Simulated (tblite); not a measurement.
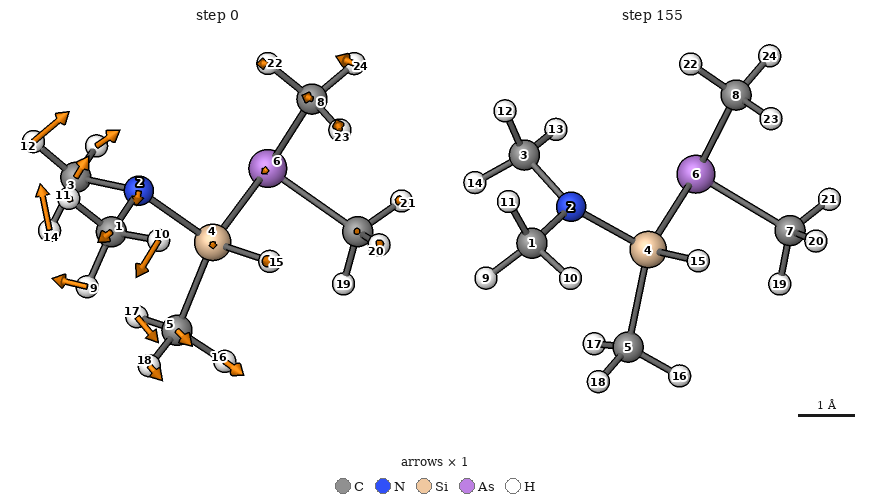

The structure of C5H16AsNSi before (left) and after (right) a relaxation, at one scale. The orange arrows give the displacements, at their true length.

The picture is a ball-and-stick view, seen at a tilt.

All numbers below come from GFN2-xTB geometry optimisation, gas phase (tblite). 

Question: What changed between the two?

Answer: H12 moves most after the best rigid fit: 0.93 Å. Largest moves by element: H 0.93 Å, C 0.50 Å, N 0.30 Å, As 0.16 Å, Si 0.14 Å. Some distances before and after: N2–Si4 1.805 → 1.729 Å, N2–C3 1.488 → 1.438 Å, Si4–C5 1.875 → 1.916 Å, C3–H13 1.125 → 1.092 Å. Bond angles that change, for instance: C3–N2–Si4 110.7° → 123.0°, C1–N2–Si4 110.3° → 119.6°, As6–Si4–H15 108.5° → 115.6°. The energy falls by 0.421 eV in 155 geometry steps.
